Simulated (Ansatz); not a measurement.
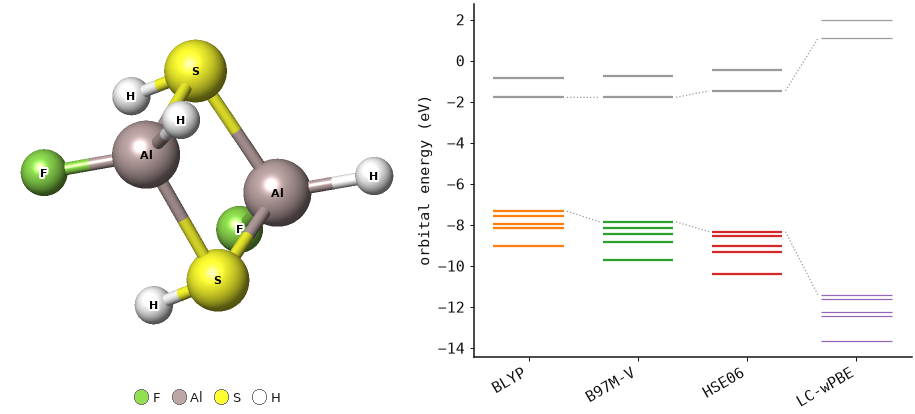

Frontier orbital energies of Al₂H₄S₂F₂, SMILES [F][Al@H-]1[SH+][Al@@H-]([F])[SH+]1, singlet at one geometry, def2-TZVPP, the Ansatz code 0.2.0, at a PBE0-D4/def2-TZVP geometry (a minimum by its frequencies). Empty levels are grey, levels within 0.1 eV stand side by side; all columns show the same few orbitals around the gap. Dotted lines join the HOMOs and the LUMOs.

> Compare the HOMO-LUMO separations.

The separation grows from 5.54 eV (BLYP) to 12.54 eV (LC-wPBE).

| level | HOMO (eV) | LUMO (eV) | separation (eV) |
| --- | --- | --- | --- |
| BLYP | −7.34 | −1.80 | 5.54 |
| B97M-V | −7.86 | −1.79 | 6.07 |
| HSE06 | −8.34 | −1.47 | 6.87 |
| LC-wPBE | −11.44 | 1.10 | 12.54 |

Limits of at least one run: empty levels above zero depend strongly on the basis.
